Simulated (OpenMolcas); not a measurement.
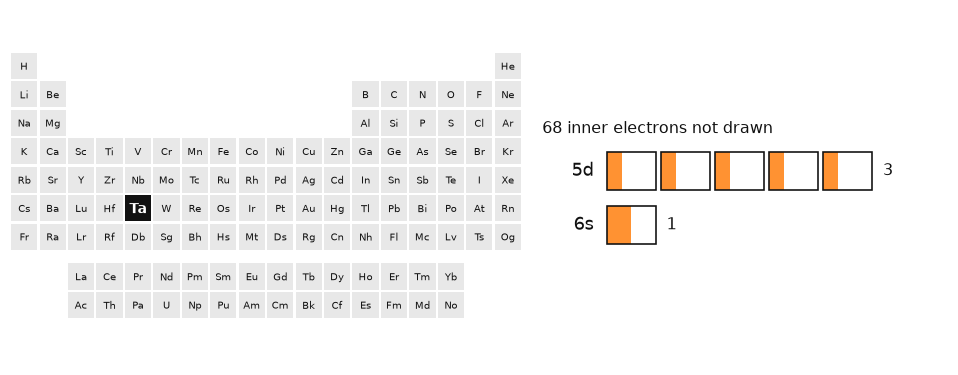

Left, the place of tantalum in the periodic table; right, the outer shells of the leading configuration of the lowest level: a box for each of the 2l + 1 orbitals, shaded by the share of the shell that is filled, with the electron count at the right.

# Ta⁺: multiconfigurational calculation (part 1 of 2)

- system: Ta⁺.
- method: state-averaged CASSCF, active space 4 electrons in the shells 5d 6s, basis ANO-R3, X2C scalar Hamiltonian, spin-orbit coupling by RASSI with atomic mean-field integrals (OpenMolcas)

### Log (extracts)
```
--- SEWARD ---
Basis set label: TA.ANO-R...9S7P6D4F3G2H.

      Electronic valence basis set:
      ------------------
      Associated Effective Charge  73.000000 au
      Associated Actual Charge     73.000000 au
      Nuclear Model: Finite nucleus - Gaussian distribution
        Gaussian exponent, Xi/bohr**(-2):  1.49593E+08

      Shell  nPrim  nBasis  Cartesian Spherical Contaminant
         s      25       9        X
         p      20       7        X
         d      15       6                 X
         f      10       4                 X
         g       4       3                 X
         h       3       2                 X
                  Relativistic X2C integrals
                  Atomic mean-field integrals
--- RASSCF ---
Wave function specifications:
      -----------------------------

      Number of closed shell electrons          68
      Number of electrons in active shells       4
      Max number of holes in RAS1 space          0
      Max nr of electrons in RAS3 space          0
      Number of inactive orbitals               34
      Number of active orbitals                  6
      Number of secondary orbitals              97
      Spin quantum number                      2.0
      State symmetry                             1
Orbital specifications:
      -----------------------

      Symmetry species                           1   2
                                                ag  au
      Frozen orbitals                            0   0
      Inactive orbitals                         15  19
      Active orbitals                            6   0
      RAS1 orbitals                              0   0
      RAS2 orbitals                              6   0
      RAS3 orbitals                              0   0
      Secondary orbitals                        45  52
      Deleted orbitals                           0   0
      Number of basis functions                 66  71
      Number of CSFs                            15
      Number of root(s) required                15
      Iter CI   SX   CI       RASSCF       Energy    max ROT     max BLB   max BLB  Level Ln srch  Step   QN
          iter iter root      energy       change     param      element    value   shift minimum  type update
 Nr of preliminary CI iterations:   1
      Total energies have been shifted. Add               -15000.00 au
        1   1    3    0  -599.93799725    0.00E+00   2.30E-07   10  40 2 -1.52E-06   0.12   0.00    SX    NO
        2   1    3    0  -599.93799725    0.00E+00   1.18E-07   10  40 2  1.24E-06   0.12   0.00    SX    NO
        3   1    3    0  -599.93799725   -5.09E-11   1.68E-07   10  40 2 -1.36E-06   0.12   0.00    SX    NO
        4   1    3    0  -599.93799725    2.91E-11   2.16E-07   10  40 2  1.51E-06   0.12   0.00    SX    NO
      Convergence after  4 iterations
        5   1    3    0  -599.93799725   -2.00E-11   2.16E-07   10  40 2 -1.71E-06   0.12   0.00    SX    NO
      Natural orbitals and occupation numbers for root  1
      sym 1:   0.939073   0.060927   1.000000   0.060927   0.939073   1.000000
      Natural orbitals and occupation numbers for root  2
      sym 1:   1.000000   0.887058   0.112942   0.112942   0.887058   1.000000
      Natural orbitals and occupation numbers for root  3
      sym 1:   1.000000   0.953304   0.953304   0.046696   0.046696   1.000000
::    RASSCF root number  1 Total energy: -15599.96638003
::    RASSCF root number  2 Total energy: -15599.96638003
::    RASSCF root number  3 Total energy: -15599.96638003
::    RASSCF root number  4 Total energy: -15599.96638003
::    RASSCF root number  5 Total energy: -15599.96638003
::    RASSCF root number  6 Total energy: -15599.96638003
::    RASSCF root number  7 Total energy: -15599.96638003
::    RASSCF root number  8 Total energy: -15599.92335148
::    RASSCF root number  9 Total energy: -15599.92335148
::    RASSCF root number 10 Total energy: -15599.92335148
::    RASSCF root number 11 Total energy: -15599.90704883
::    RASSCF root number 12 Total energy: -15599.90704883
::    RASSCF root number 13 Total energy: -15599.90704883
::    RASSCF root number 14 Total energy: -15599.90704883
::    RASSCF root number 15 Total energy: -15599.90704883
--- RASSCF ---
Wave function specifications:
      -----------------------------

      Number of closed shell electrons          68
      Number of electrons in active shells       4
      Max number of holes in RAS1 space          0
      Max nr of electrons in RAS3 space          0
      Number of inactive orbitals               34
      Number of active orbitals                  6
      Number of secondary orbitals              97
      Spin quantum number                      1.0
      State symmetry                             1
Orbital specifications:
      -----------------------

      Symmetry species                           1   2
                                                ag  au
      Frozen orbitals                            0   0
      Inactive orbitals                         15  19
      Active orbitals                            6   0
      RAS1 orbitals                              0   0
      RAS2 orbitals                              6   0
      RAS3 orbitals                              0   0
      Secondary orbitals                        45  52
      Deleted orbitals                           0   0
      Number of basis functions                 66  71
      Number of CSFs                           105
      Number of root(s) required                45
      Iter CI   SX   CI       RASSCF       Energy    max ROT     max BLB   max BLB  Level Ln srch  Step   QN
          iter iter root      energy       change     param      element    value   shift minimum  type update
 Nr of preliminary CI iterations:   1
      Total energies have been shifted. Add               -15000.00 au
        1   1   13    0  -599.90343076    0.00E+00   1.07E-02   18  23 2 -1.78E-02*  0.08   0.00    SX    NO
        2   1   14    0  -599.90389702   -4.66E-04*  6.75E-03   10  40 2  1.63E-02*  0.08   0.00    SX    NO
        3   1   14    0  -599.90380398    9.30E-05*  3.75E-03   10  40 2 -2.10E-02*  0.08   0.00    SX    NO
        4   1   14    0  -599.90369372    1.10E-04*  3.77E-03   10  40 2  2.54E-02*  0.08   0.00    SX    NO
        5   1   14    0  -599.90353078    1.63E-04*  2.93E-03   10  40 2 -2.98E-02*  0.08   0.46    SX   YES
        6   1   14    0  -599.90398865   -4.58E-04*  9.05E-04   10  40 2  1.46E-02*  0.08   0.67    QN   YES
        7   1    9    0  -599.90412733   -1.39E-04* -5.56E-05   18  23 2 -3.43E-04*  0.08   0.98    QN   YES
        8   1    9    0  -599.90412733   -1.82E-11   3.24E-05   15  23 1 -1.81E-04*  0.08   0.42    LS   YES
        9   1    8    0  -599.90412737   -3.70E-08*  3.18E-05   18  20 2  2.46E-05   0.08   0.84    QN   YES
       10   1    5    0  -599.90412737   -2.31E-09  -4.91E-06   15  23 1 -9.40E-06   0.08   0.98    QN   YES
      Convergence after 10 iterations
       11   1    5    0  -599.90412737   -4.18E-11  -4.91E-06   15  22 1  8.95E-07   0.08   0.98    QN   YES
      Natural orbitals and occupation numbers for root  1
      sym 1:   0.373380   0.472504   0.758227   0.472504   0.758227   1.165157
      Natural orbitals and occupation numbers for root  2
      sym 1:   0.758227   0.373380   0.758227   0.472504   0.472504   1.165157
      Natural orbitals and occupation numbers for root  3
      sym 1:   0.758227   0.373380   0.472504   0.758227   0.472504   1.165157
::    RASSCF root number  1 Total energy: -15599.94067892
::    RASSCF root number  2 Total energy: -15599.94067892
::    RASSCF root number  3 Total energy: -15599.94067892
::    RASSCF root number  4 Total energy: -15599.92501923
::    RASSCF root number  5 Total energy: -15599.92501923
::    RASSCF root number  6 Total energy: -15599.92501923
::    RASSCF root number  7 Total energy: -15599.92501923
::    RASSCF root number  8 Total energy: -15599.92501923
::    RASSCF root number  9 Total energy: -15599.92501923
::    RASSCF root number 10 Total energy: -15599.92501923
::    RASSCF root number 11 Total energy: -15599.90811168
::    RASSCF root number 12 Total energy: -15599.90811168
::    RASSCF root number 13 Total energy: -15599.90811168
::    RASSCF root number 14 Total energy: -15599.90811168
::    RASSCF root number 15 Total energy: -15599.90811168
::    RASSCF root number 16 Total energy: -15599.90811168
::    RASSCF root number 17 Total energy: -15599.90811168
::    RASSCF root number 18 Total energy: -15599.90811168
::    RASSCF root number 19 Total energy: -15599.90811168
::    RASSCF root number 20 Total energy: -15599.89963342
::    RASSCF root number 21 Total energy: -15599.89963342
::    RASSCF root number 22 Total energy: -15599.89963342
::    RASSCF root number 23 Total energy: -15599.89963342
::    RASSCF root number 24 Total energy: -15599.89963342
::    RASSCF root number 25 Total energy: -15599.89963342
::    RASSCF root number 26 Total energy: -15599.89963342
::    RASSCF root number 27 Total energy: -15599.89196632
::    RASSCF root number 28 Total energy: -15599.89196632
::    RASSCF root number 29 Total energy: -15599.89196632
::    RASSCF root number 30 Total energy: -15599.89196632
--- RASSCF ---
Wave function specifications:
      -----------------------------

      Number of closed shell electrons          68
      Number of electrons in active shells       4
      Max number of holes in RAS1 space          0
      Max nr of electrons in RAS3 space          0
      Number of inactive orbitals               34
      Number of active orbitals                  6
      Number of secondary orbitals              97
      Spin quantum number                      0.0
      State symmetry                             1
Orbital specifications:
      -----------------------

      Symmetry species                           1   2
                                                ag  au
      Frozen orbitals                            0   0
      Inactive orbitals                         15  19
      Active orbitals                            6   0
      RAS1 orbitals                              0   0
      RAS2 orbitals                              6   0
      RAS3 orbitals                              0   0
      Secondary orbitals                        45  52
      Deleted orbitals                           0   0
      Number of basis functions                 66  71
      Number of CSFs                           105
      Number of root(s) required                14
      Iter CI   SX   CI       RASSCF       Energy    max ROT     max BLB   max BLB  Level Ln srch  Step   QN
          iter iter root      energy       change     param      element    value   shift minimum  type update
 Nr of preliminary CI iterations:   1
      Total energies have been shifted. Add               -15000.00 au
        1   1   14    0  -599.90549402    0.00E+00   2.15E-02   15  21 1  2.27E-02*  0.06   0.00    SX    NO
        2   1   13    0  -599.90641828   -9.24E-04*  5.24E-03   10  40 2  1.29E-02*  0.06   0.00    SX    NO
        3   1   14    0  -599.90635387    6.44E-05*  2.55E-03   10  40 2 -1.69E-02*  0.06   0.00    SX    NO
        4   1   14    0  -599.90627902    7.48E-05*  2.96E-03   10  40 2  2.11E-02*  0.06   0.00    SX    NO
        5   1   13    0  -599.90615729    1.22E-04*  2.10E-03   10  40 2 -2.50E-02*  0.06   0.46    SX   YES
        6   1   12    0  -599.90647073   -3.13E-04*  7.00E-04   10  40 2  1.27E-02*  0.06   0.66    QN   YES
        7   1   10    0  -599.90657413   -1.03E-04*  9.76E-05   19  25 2  6.75E-04*  0.06   0.96    QN   YES
        8   1    9    0  -599.90657412    1.06E-08* -4.04E-05   19  25 2 -3.21E-04*  0.06   0.41    LS   YES
        9   1    8    0  -599.90657423   -1.06E-07*  2.02E-05   19  25 2 -4.68E-05   0.06   1.20    QN   YES
       10   1    6    0  -599.90657423   -5.24E-09   8.35E-06   15  23 1 -1.99E-05   0.06   1.10    QN   YES
      Convergence after 10 iterations
       11   1    6    0  -599.90657423   -6.44E-10   8.35E-06    9  23 1  3.39E-06   0.06   1.10    QN   YES
      Natural orbitals and occupation numbers for root  1
      sym 1:   0.574119   0.594458   0.428360   0.384197   0.509453   1.509413
      Natural orbitals and occupation numbers for root  2
      sym 1:   0.387336   0.426823   0.570355   0.512542   0.592906   1.510038
      Natural orbitals and occupation numbers for root  3
      sym 1:   0.542513   0.532257   0.573250   0.416508   0.420368   1.515105
::    RASSCF root number  1 Total energy: -15599.91870035
::    RASSCF root number  2 Total energy: -15599.91870035
::    RASSCF root number  3 Total energy: -15599.91870035
::    RASSCF root number  4 Total energy: -15599.91870035
::    RASSCF root number  5 Total energy: -15599.91870035
::    RASSCF root number  6 Total energy: -15599.89983750
::    RASSCF root number  7 Total energy: -15599.89983750
::    RASSCF root number  8 Total energy: -15599.89983750
::    RASSCF root number  9 Total energy: -15599.89983750
::    RASSCF root number 10 Total energy: -15599.89983750
::    RASSCF root number 11 Total energy: -15599.89983750
::    RASSCF root number 12 Total energy: -15599.89983750
::    RASSCF root number 13 Total energy: -15599.89983750
::    RASSCF root number 14 Total energy: -15599.89983750
```

(Continued in part 2.) Outcome of the run: converged.
